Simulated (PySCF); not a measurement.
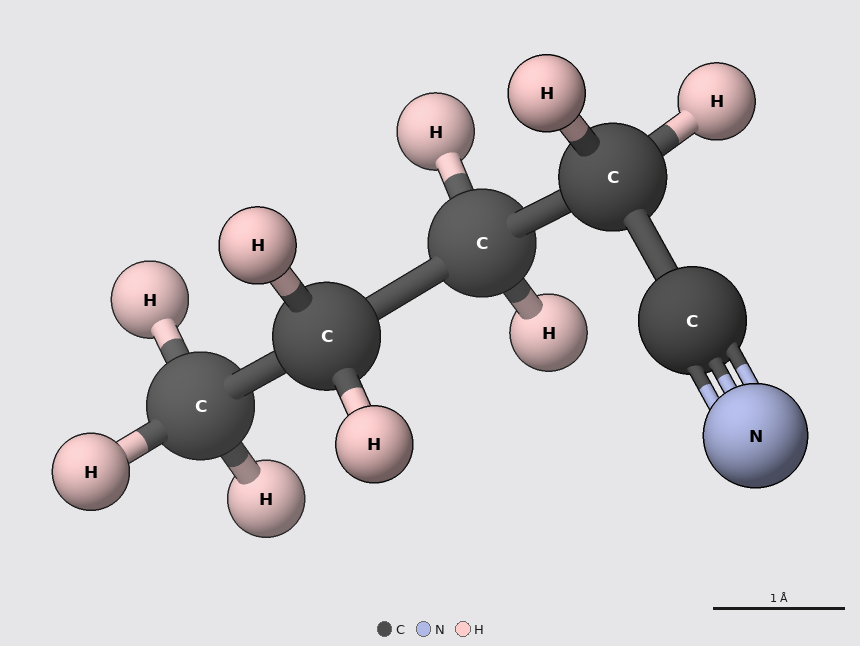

Rendered structure (ball-and-stick style).

Computed geometry: GFN2-xTB optimisation. No frequency run is at hand to confirm it as a minimum.

Description:

The molecule is C₅H₉N. SMILES: `CCCCC#N`. It has no ring. Among its groups: nitrile. Coordination: 4 C tetrahedral; 1 C linear.

The parts below concern this one geometry. Atoms keep their numbers from picture to picture.

## NMR shielding

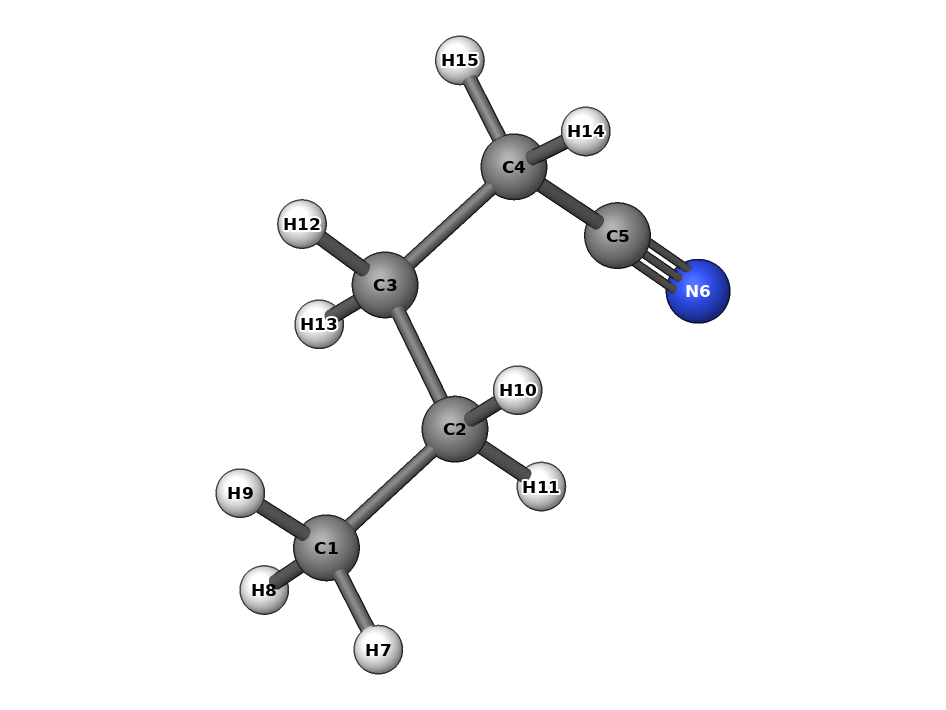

The questions are on isotropic NMR shieldings of the H atoms. No frequency run is at hand to confirm it as a minimum. Properties computed with GIAO PBE0/pcSseg-1 NMR shielding, non-relativistic, gas phase (PySCF 2.14.0).

Give the isotropic NMR shieldings of the H atoms atom by atom.

```tsv
atom	σ (ppm)
H7	30.33
H8	30.74
H9	30.75
H10	30.54
H11	29.75
H12	30.27
H13	30.25
H14	29.65
H15	29.23
```

## Electronic properties

No frequency run is at hand to confirm it as a minimum. Method: PBE0/pcSseg-1, gas phase (PySCF 2.14.0).

Computed properties:

- dipole moment: 3.98 D
- HOMO energy (Kohn–Sham orbital): −9.18 eV
- LUMO energy (Kohn–Sham orbital): 0.71 eV
- HOMO–LUMO gap: 9.89 eV

## Bond orders

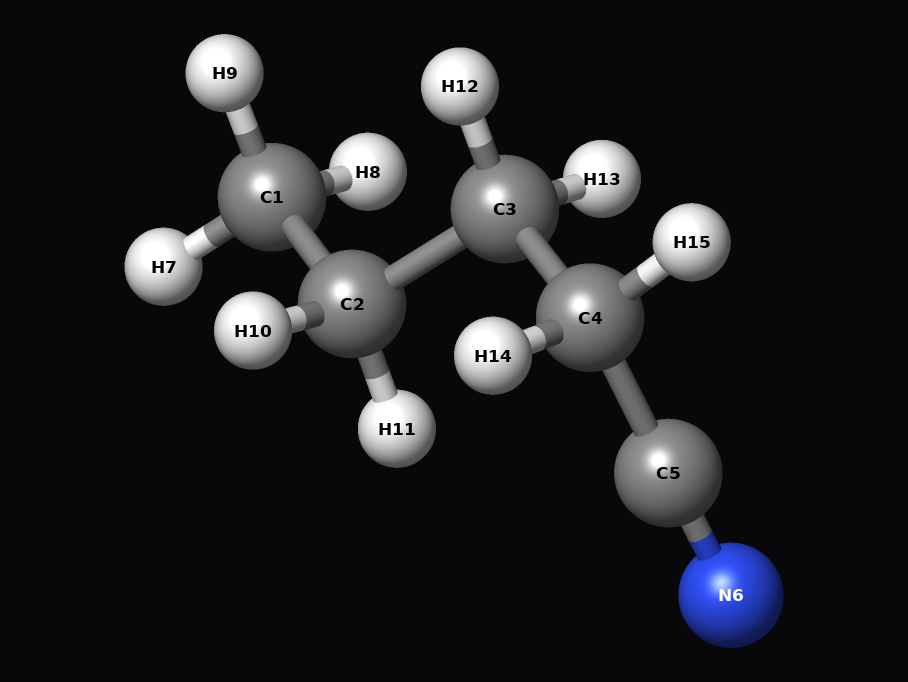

Every bond is drawn as one stick. No frequency run is at hand to confirm it as a minimum. Level of theory: PBE0/pcSseg-1 (PySCF 2.14.0).

List the Mayer bond orders of C1–C2, C1–H7, C1–H8, C1–H9, C2–C3, C2–H10, C2–H11, C3–C4, C3–H12, C3–H13, C4–C5, C4–H14, C4–H15, C5–N6.

| bond | Mayer order | length (Å) |
| --- | --- | --- |
| C1–C2 | 1.07 | 1.523 |
| C1–H7 | 0.97 | 1.087 |
| C1–H8 | 0.97 | 1.088 |
| C1–H9 | 0.97 | 1.088 |
| C2–C3 | 1.02 | 1.527 |
| C2–H10 | 0.95 | 1.093 |
| C2–H11 | 0.94 | 1.092 |
| C3–C4 | 1.04 | 1.535 |
| C3–H12 | 0.95 | 1.093 |
| C3–H13 | 0.95 | 1.092 |
| C4–C5 | 1.01 | 1.441 |
| C4–H14 | 0.92 | 1.094 |
| C4–H15 | 0.93 | 1.094 |
| C5–N6 | 3.05 | 1.143 |
